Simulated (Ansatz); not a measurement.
**Molecular dynamics of CH₄N₂SSi (part 3 of 3)**

CH₄N₂SSi; RKS CAM-B3LYP-D4/def2-SVP (Ansatz 0.2.0). It belongs to a series of runs on one base structure; here: dynamics from the highest image of the converged band.

Geometry of the input (Å):
```
N  -1.3445  0.3936  1.5738
C  -0.5534  -0.2331  0.7009
N  0.5176  -0.9499  0.8706
Si 0.0918  -0.8615  -0.8399
S  1.4279  0.8426  -2.0601
H  -1.1143  0.3704  2.5625
H  -2.1174  0.9623  1.2599
H  0.6192  -0.7459  -2.3314
H  2.5615  0.1755  -1.7533
```

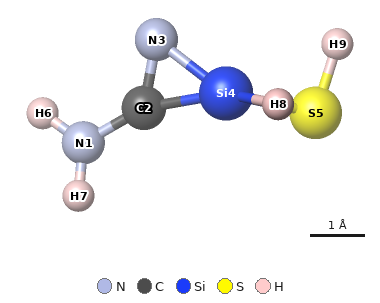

The geometry at step 100 of the log (ball-and-stick view, seen at a tilt; atoms are numbered from 1 in the order of the input).

```
Total energy: -22782.74114279 eV, -837.2502943009 hartree
Atom 0 at    -1.364136     0.360602     1.564475 Å, force    -0.811164     0.022877    -1.438309 eV/Å
Atom 1 at    -0.546218    -0.184845     0.621485 Å, force     0.082144    -1.487948     1.433338 eV/Å
Atom 2 at     0.561182    -0.892087     0.837272 Å, force    -1.216965     0.717891    -1.420283 eV/Å
Atom 3 at     0.165441    -0.754084    -0.903808 Å, force     2.106909     1.520150    -1.116587 eV/Å
Atom 4 at     1.393401     0.739677    -1.913219 Å, force     0.401887     0.885841     0.299423 eV/Å
Atom 5 at    -1.045795     0.732412     2.431859 Å, force     0.755320    -0.165596     0.817968 eV/Å
Atom 6 at    -2.320253     0.629585     1.345520 Å, force     0.387626     0.098090    -0.364220 eV/Å
Atom 7 at     0.279149    -1.290709    -2.337945 Å, force    -1.478635    -1.597783     1.430642 eV/Å
Atom 8 at     1.662920     0.051047    -3.054225 Å, force    -0.227122     0.006479     0.358027 eV/Å
Dipole moment:    -0.746498    -0.038334    -0.001898 e Å
```

Trajectory as extended XYZ (Å, eV, eV/Å), 23 of the 201 frames kept, from step=0 to step=200
```
9
Properties=species:S:1:pos:R:3:forces:R:3 step=0 time_fs=0.0 energy=-22781.61818 temperature=100.0
N    -1.3445    0.3936    1.5738    0.0120  -0.0079  -0.0043
C    -0.5534   -0.2331    0.7009   -0.0217   0.0014  -0.0073
N     0.5176   -0.9499    0.8706   -0.0006   0.0077   0.0029
Si    0.0918   -0.8615   -0.8399    0.0086  -0.0016  -0.0007
S     1.4279    0.8426   -2.0601    0.0039   0.0006   0.0016
H    -1.1143    0.3704    2.5625    0.0029   0.0014  -0.0006
H    -2.1174    0.9623    1.2599   -0.0003  -0.0005   0.0046
H     0.6192   -0.7459   -2.3314   -0.0061  -0.0003   0.0038
H     2.5615    0.1755   -1.7533    0.0013  -0.0007   0.0001
9
Properties=species:S:1:pos:R:3:forces:R:3 step=9 time_fs=4.5 energy=-22781.58806 temperature=67.0
N    -1.3441    0.3941    1.5864   -0.3375   0.2396  -0.2692
C    -0.5637   -0.2176    0.6959    1.2446  -1.0507   0.2173
N     0.5219   -0.9570    0.8859   -1.1385   0.6782  -0.9569
Si    0.0995   -0.8602   -0.8538    0.2265   0.5279   0.9591
S     1.4261    0.8399   -2.0595   -0.0743   0.0931   0.1684
H    -1.1486    0.3700    2.5844    0.1260  -0.1074  -0.1456
H    -2.1274    0.9445    1.2580    0.0415   0.0017   0.1226
H     0.5683   -0.7812   -2.3361   -0.1315  -0.3386  -0.0779
H     2.5574    0.1836   -1.7291    0.0433  -0.0437  -0.0179
9
Properties=species:S:1:pos:R:3:forces:R:3 step=18 time_fs=9.0 energy=-22781.68693 temperature=176.4
N    -1.3469    0.3969    1.5948    0.0550  -0.0908  -0.8269
C    -0.5568   -0.2171    0.6944    0.3028  -0.6434   0.3601
N     0.5123   -0.9560    0.8891   -0.6085   0.2521  -1.0481
Si    0.1088   -0.8550   -0.8618    0.7238   1.4543   0.7421
S     1.4239    0.8377   -2.0578   -0.0968  -0.0635   0.5646
H    -1.1594    0.3501    2.5884    0.1617  -0.1183   0.0657
H    -2.1394    0.9332    1.2730   -0.0153   0.0737   0.0575
H     0.4885   -0.8856   -2.3501   -0.4703  -0.8892   0.1703
H     2.5586    0.1854   -1.7095   -0.0524   0.0252  -0.0853
9
Properties=species:S:1:pos:R:3:forces:R:3 step=27 time_fs=13.5 energy=-22782.26448 temperature=815.2
N    -1.3486    0.3983    1.5934    0.4454  -0.3820  -0.4400
C    -0.5467   -0.2261    0.6978   -1.6223   0.3427  -0.1575
N     0.4955   -0.9525    0.8783    0.8630  -0.9115  -0.5431
Si    0.1235   -0.8393   -0.8651    1.6192   2.9306  -0.3490
S     1.4209    0.8350   -2.0525   -0.5285  -0.4378   1.1043
H    -1.1439    0.3101    2.5899   -0.0394  -0.0019  -0.2744
H    -2.1538    0.9362    1.2970    0.1749  -0.0333   0.0015
H     0.3135   -1.1658   -2.3269   -0.9923  -1.5194   0.7190
H     2.5545    0.1903   -1.7046    0.0801   0.0125  -0.0609
9
Properties=species:S:1:pos:R:3:forces:R:3 step=36 time_fs=18.0 energy=-22783.50275 temperature=2180.5
N    -1.3443    0.3944    1.5851    0.2279  -0.2892  -0.2506
C    -0.5589   -0.2315    0.6981   -0.9083   0.0868  -1.0541
N     0.4887   -0.9600    0.8597    0.7075  -0.7605  -0.1684
Si    0.1488   -0.8046   -0.8710    1.2508   1.9805  -1.6735
S     1.4147    0.8294   -2.0408   -0.9481  -1.2425   1.1651
H    -1.1302    0.2671    2.5633   -0.0156   0.0372   0.3166
H    -2.1487    0.9413    1.3183    0.0339   0.0096  -0.1112
H    -0.0358   -1.7016   -2.1515   -0.3972   0.1377   1.8161
H     2.5624    0.1987   -1.7117    0.0490   0.0404  -0.0401
9
Properties=species:S:1:pos:R:3:forces:R:3 step=45 time_fs=22.5 energy=-22783.50672 temperature=2185.8
N    -1.3369    0.3866    1.5754   -0.3091   0.0335   0.7369
C    -0.5835   -0.2365    0.6822    1.4972  -0.7694  -1.1760
N     0.4902   -0.9767    0.8385   -0.6011   0.5221  -0.0506
Si    0.1817   -0.7574   -0.8870   -0.6732  -0.8869  -0.7316
S     1.4029    0.8166   -2.0222   -0.9054  -1.4498   0.7164
H    -1.1243    0.2344    2.5652   -0.1189   0.1433  -0.3009
H    -2.1380    0.9477    1.3193    0.0586  -0.0960  -0.0261
H    -0.4450   -2.1987   -1.6651    1.1147   2.4860   0.8614
H     2.5785    0.2140   -1.7267   -0.0627   0.0173  -0.0296
9
Properties=species:S:1:pos:R:3:forces:R:3 step=55 time_fs=27.5 energy=-22782.78189 temperature=1385.5
N    -1.3319    0.3771    1.5715   -0.3632  -0.0163  -0.8086
C    -0.5855   -0.2537    0.6459    1.6022   0.1422   0.5899
N     0.4837   -0.9873    0.8146   -0.5636   1.0513   0.4704
Si    0.2131   -0.7113   -0.9100   -1.8345  -2.0645   0.9123
S     1.3835    0.7925   -1.9967   -0.6068  -0.8703   0.1003
H    -1.1327    0.2216    2.5468    0.1077  -0.0009   0.3072
H    -2.1305    0.9459    1.3092    0.1520  -0.2357   0.0825
H    -0.6628   -2.2338   -0.9690    1.5177   2.1087  -1.6675
H     2.5864    0.2318   -1.7491   -0.0115  -0.1147   0.0135
9
Properties=species:S:1:pos:R:3:forces:R:3 step=64 time_fs=32.0 energy=-22782.23065 temperature=775.1
N    -1.3297    0.3662    1.5606    0.5201  -0.6113  -0.4578
C    -0.5624   -0.2655    0.6222   -0.3457   2.2442   2.2401
N     0.4712   -0.9831    0.8007    1.0878   0.2825   1.5658
Si    0.2289   -0.6836   -0.9253   -0.8106  -0.2630   0.6704
S     1.3623    0.7651   -1.9729    0.0309  -0.1165  -0.3952
H    -1.1279    0.2166    2.5534   -0.0139   0.0709  -0.4606
H    -2.1268    0.9220    1.3036   -0.1991   0.0137  -0.0750
H    -0.5745   -1.8702   -0.6553   -0.1558  -1.4886  -3.0907
H     2.5874    0.2272   -1.7677   -0.1138  -0.1319   0.0032
9
Properties=species:S:1:pos:R:3:forces:R:3 step=73 time_fs=36.5 energy=-22782.83509 temperature=1441.4
N    -1.3235    0.3493    1.5417   -0.7165   0.4046  -0.4315
C    -0.5415   -0.2454    0.6306   -0.2246   1.4561   0.7850
N     0.4723   -0.9743    0.8063    1.5011  -0.1610   0.9072
Si    0.2402   -0.6563   -0.9352   -0.6590   0.1361   2.0815
S     1.3412    0.7371   -1.9515    0.6545   0.7470  -1.0414
H    -1.1177    0.2189    2.5161    0.1161  -0.0823   0.4470
H    -2.1440    0.8886    1.2888    0.1947  -0.1745  -0.0202
H    -0.5418   -1.8037   -0.9034   -0.7987  -2.1724  -2.7241
H     2.5695    0.1968   -1.7854   -0.0676  -0.1536  -0.0034
9
Properties=species:S:1:pos:R:3:forces:R:3 step=82 time_fs=41.0 energy=-22783.24280 temperature=1894.3
N    -1.3248    0.3364    1.5216   -0.9709   0.7439   1.9454
C    -0.5227   -0.2033    0.6501    1.0922  -0.7345  -1.6808
N     0.4929   -0.9671    0.8239    0.6878   0.0189  -0.5379
Si    0.2451   -0.6313   -0.9328   -3.3743  -4.4255   1.8376
S     1.3243    0.7138   -1.9365    1.4304   1.7833  -1.5901
H    -1.0983    0.2123    2.5146   -0.2573   0.0316  -0.3899
H    -2.1507    0.8419    1.2634   -0.2250   0.2252  -0.0977
H    -0.6135   -2.0685   -1.5995    1.6402   2.4909   0.5263
H     2.5384    0.1373   -1.8039   -0.0229  -0.1338  -0.0129
9
Properties=species:S:1:pos:R:3:forces:R:3 step=91 time_fs=45.5 energy=-22782.90134 temperature=1517.9
N    -1.3398    0.3337    1.5215   -0.7221   0.6656  -0.0440
C    -0.4897   -0.1702    0.6475    0.1098  -1.0080  -0.7095
N     0.5235   -0.9596    0.8350    0.1018   0.2312  -1.0453
Si    0.2285   -0.6345   -0.9184   -2.1996  -3.8617  -0.1373
S     1.3158    0.7009   -1.9308    1.7772   2.0375  -1.4196
H    -1.1165    0.2060    2.4904   -0.1745  -0.0688   0.6689
H    -2.1782    0.8228    1.2269    0.2708   0.0172   0.1850
H    -0.4081   -1.9201   -2.2212    0.9355   2.0148   2.5509
H     2.5002    0.0535   -1.8253   -0.0989  -0.0277  -0.0490
9
Properties=species:S:1:pos:R:3:forces:R:3 step=100 time_fs=50.0 energy=-22783.09166 temperature=1725.8
N    -1.3613    0.3383    1.5256    1.2366  -0.4026   0.0032
C    -0.4561   -0.1526    0.6351   -1.7405  -0.5432   1.5086
N     0.5557   -0.9492    0.8322   -0.2849   0.2266  -1.0079
Si    0.1973   -0.6636   -0.9051    0.1185  -1.4189  -1.7895
S     1.3179    0.7003   -1.9335    1.7088   2.1850  -0.6398
H    -1.1775    0.1938    2.5282   -0.2746   0.0678  -0.6303
H    -2.1837    0.8240    1.2138   -0.0906   0.2479   0.0075
H    -0.0347   -1.4083   -2.3737   -0.6673  -0.3512   2.6550
H     2.4466   -0.0374   -1.8566   -0.0059  -0.0115  -0.1068
9
Properties=species:S:1:pos:R:3:forces:R:3 step=109 time_fs=54.5 energy=-22781.94076 temperature=460.8
N    -1.3697    0.3397    1.5261    0.5777   0.0824  -1.3153
C    -0.4477   -0.1449    0.6439   -1.5613  -0.7658   1.5499
N     0.5838   -0.9354    0.8159   -0.7722   0.3464  -0.5249
Si    0.1662   -0.7014   -0.8981    1.0400   2.0387   4.3166
S     1.3307    0.7133   -1.9402    1.7912   2.3950  -0.1185
H    -1.2776    0.1840    2.5112    0.2088  -0.2086   0.5683
H    -2.1830    0.8591    1.2072    0.3746  -0.0717  -0.0321
H     0.2131   -1.0038   -2.1636   -1.6086  -3.8657  -4.2750
H     2.3889   -0.1300   -1.9088   -0.0502   0.0492  -0.1690
9
Properties=species:S:1:pos:R:3:forces:R:3 step=118 time_fs=59.0 energy=-22782.67131 temperature=1262.0
N    -1.3686    0.3407    1.5158    0.1442  -0.0296   1.2274
C    -0.4636   -0.1499    0.6756   -0.3693  -1.2395  -0.1838
N     0.6016   -0.9173    0.7929   -0.8473   0.1204   0.5230
Si    0.1425   -0.7286   -0.8754    1.4853   1.3822  -2.8236
S     1.3535    0.7396   -1.9475    0.6709   0.7115   0.4301
H    -1.3475    0.1482    2.5293    0.2360   0.0517  -0.6913
H    -2.1393    0.8971    1.1867   -0.0605   0.1462  -0.2264
H     0.1635   -1.2095   -2.3928   -1.2041  -1.3588   1.9274
H     2.3223   -0.2104   -1.9926   -0.0551   0.2159  -0.1827
9
Properties=species:S:1:pos:R:3:forces:R:3 step=127 time_fs=63.5 energy=-22782.89761 temperature=1513.9
N    -1.3667    0.3430    1.5163   -0.7512   0.7369   0.2589
C    -0.4854   -0.1747    0.7041    0.6926  -1.3349  -1.9569
N     0.6080   -0.8977    0.7770   -0.5575  -0.3410   1.3652
Si    0.1283   -0.7457   -0.8667    0.8902   0.9431  -4.1591
S     1.3805    0.7705   -1.9524   -0.5156  -0.7762   0.6306
H    -1.3752    0.1118    2.4878    0.0649  -0.0117   0.8620
H    -2.0876    0.9493    1.1359    0.1125  -0.2014   0.2156
H    -0.1042   -1.6987   -2.3908   -0.1003   0.7783   2.9981
H     2.2494   -0.2528   -2.1125    0.1643   0.2068  -0.2146
9
Properties=species:S:1:pos:R:3:forces:R:3 step=136 time_fs=68.0 energy=-22783.56960 temperature=2255.0
N    -1.3720    0.3519    1.5255    0.2662  -0.4603   1.0974
C    -0.4985   -0.2193    0.7042    0.1619  -0.1712  -1.4447
N     0.6068   -0.8828    0.7790   -0.1446  -0.6498   1.2827
Si    0.1202   -0.7565   -0.8852    0.1373   0.1933  -2.2196
S     1.4047    0.7969   -1.9537   -1.0196  -1.7200   0.4518
H    -1.3874    0.0924    2.5242    0.0093   0.5212  -0.6408
H    -2.0387    0.9808    1.1146   -0.4155   0.0421   0.2237
H    -0.3940   -2.0509   -1.8452    0.8264   1.9034   1.4010
H     2.2041   -0.2520   -2.2724    0.1786   0.3412  -0.1516
9
Properties=species:S:1:pos:R:3:forces:R:3 step=145 time_fs=72.5 energy=-22783.23887 temperature=1890.0
N    -1.3753    0.3573    1.5431    0.4437  -0.2325  -1.7346
C    -0.5088   -0.2662    0.6828   -0.3431   1.3872   0.5740
N     0.6032   -0.8761    0.7984   -0.1016  -0.3667   0.7161
Si    0.1139   -0.7646   -0.9183    0.5897   1.2075   0.8008
S     1.4228    0.8131   -1.9523   -1.2525  -2.0999   0.1864
H    -1.3940    0.1479    2.5165    0.2109  -0.0009   0.8382
H    -2.0464    1.0030    1.1414   -0.0503  -0.3386   0.2529
H    -0.5484   -2.0895   -1.0593    0.3963   0.0758  -1.6236
H     2.1924   -0.1868   -2.4602    0.1068   0.3681  -0.0102
9
Properties=species:S:1:pos:R:3:forces:R:3 step=155 time_fs=77.5 energy=-22781.93845 temperature=455.2
N    -1.3713    0.3567    1.5457    0.4780  -0.7037   0.0640
C    -0.5251   -0.2920    0.6697    0.1456   2.2677   1.7222
N     0.5969   -0.8744    0.8313   -0.4350   0.0306   0.0837
Si    0.1108   -0.7661   -0.9500    0.3175   0.1368   1.8936
S     1.4341    0.8168   -1.9493   -1.2019  -1.5856   0.0842
H    -1.3483    0.2315    2.5713    0.4912   0.0186  -0.8992
H    -2.0874    0.9729    1.2078   -0.3097  -0.0547  -0.3172
H    -0.6108   -2.0734   -0.5206    0.5641  -0.1946  -2.7642
H     2.2017   -0.0388   -2.6710   -0.0498   0.0848   0.1329
9
Properties=species:S:1:pos:R:3:forces:R:3 step=164 time_fs=82.0 energy=-22782.16354 temperature=703.4
N    -1.3636    0.3491    1.5421   -0.7562   0.3513  -0.7865
C    -0.5364   -0.2795    0.6838    1.2836   1.0789   0.3598
N     0.5848   -0.8725    0.8623   -0.8246   0.2920  -0.6734
Si    0.1107   -0.7652   -0.9648    0.2314   0.0975   2.7921
S     1.4366    0.8096   -1.9460   -0.9954  -1.2002   0.0449
H    -1.2119    0.3072    2.5300    0.3967  -0.0275   0.5988
H    -2.1553    0.9058    1.2287    0.2472  -0.3916  -0.0707
H    -0.5598   -2.1041   -0.5772    0.6662  -0.0699  -2.5506
H     2.2000    0.1154   -2.8336   -0.2490  -0.1304   0.2858
9
Properties=species:S:1:pos:R:3:forces:R:3 step=173 time_fs=86.5 energy=-22783.25398 temperature=1906.7
N    -1.3625    0.3445    1.5349    0.0504   0.3959   1.7329
C    -0.5289   -0.2499    0.7026    0.8890  -0.3577  -1.7601
N     0.5627   -0.8674    0.8840    0.1180  -0.1138  -1.2886
Si    0.1128   -0.7629   -0.9607    0.7591   0.7177   2.8274
S     1.4329    0.7952   -1.9423   -0.9900  -0.7313   0.3398
H    -1.0243    0.3821    2.5161   -0.6904   0.1799  -0.8056
H    -2.2062    0.7893    1.2283   -0.2607   0.1819   0.0484
H    -0.3895   -2.1536   -1.1106    0.3788   0.1834  -1.2809
H     2.1539    0.2418   -2.9455   -0.2541  -0.4559   0.1868
9
Properties=species:S:1:pos:R:3:forces:R:3 step=182 time_fs=91.0 energy=-22783.38008 temperature=2046.1
N    -1.3641    0.3456    1.5435   -0.4741   0.2600  -0.5236
C    -0.5107   -0.2232    0.6956   -1.7348  -0.0698  -1.9764
N     0.5437   -0.8648    0.8884    1.9055  -1.1262  -1.3545
Si    0.1198   -0.7576   -0.9388    1.1667  -0.7509   0.1721
S     1.4234    0.7764   -1.9364   -0.7748  -0.0915   0.6777
H    -0.9346    0.4933    2.4319   -0.3735   0.3197   1.0995
H    -2.2721    0.6880    1.2456    0.3882   0.1559   0.3135
H    -0.1382   -2.1241   -1.8609    0.2087   1.9285   1.4658
H     2.0573    0.2825   -3.0206   -0.3119  -0.6258   0.1258
9
Properties=species:S:1:pos:R:3:forces:R:3 step=191 time_fs=95.5 energy=-22782.88065 temperature=1495.1
N    -1.3675    0.3508    1.5524    0.9140   0.3981   0.6829
C    -0.5162   -0.1991    0.6595   -1.6349  -0.5674  -0.0739
N     0.5474   -0.8756    0.8737    0.7993  -0.4446  -1.5854
Si    0.1354   -0.7559   -0.9152    2.1610  -0.0312  -1.9769
S     1.4092    0.7569   -1.9267   -0.2797   0.3511   0.6264
H    -0.9480    0.6421    2.4558   -0.6539  -0.4501  -0.6865
H    -2.2993    0.6282    1.3057   -0.1478   0.3894  -0.1464
H     0.1399   -1.7763   -2.3567   -0.7291   0.7996   2.8450
H     1.8989    0.2078   -3.0665   -0.4289  -0.4449   0.3148
9
Properties=species:S:1:pos:R:3:forces:R:3 step=200 time_fs=100.0 energy=-22782.74102 temperature=1339.1
N    -1.3641    0.3606    1.5645   -0.8112   0.0229  -1.4383
C    -0.5462   -0.1848    0.6215    0.0821  -1.4879   1.4333
N     0.5612   -0.8921    0.8373   -1.2170   0.7179  -1.4203
Si    0.1654   -0.7541   -0.9038    2.1069   1.5201  -1.1166
S     1.3934    0.7397   -1.9132    0.4019   0.8858   0.2994
H    -1.0458    0.7324    2.4319    0.7553  -0.1656   0.8180
H    -2.3203    0.6296    1.3455    0.3876   0.0981  -0.3642
H     0.2791   -1.2907   -2.3379   -1.4786  -1.5978   1.4306
H     1.6629    0.0510   -3.0542   -0.2271   0.0065   0.3580
```
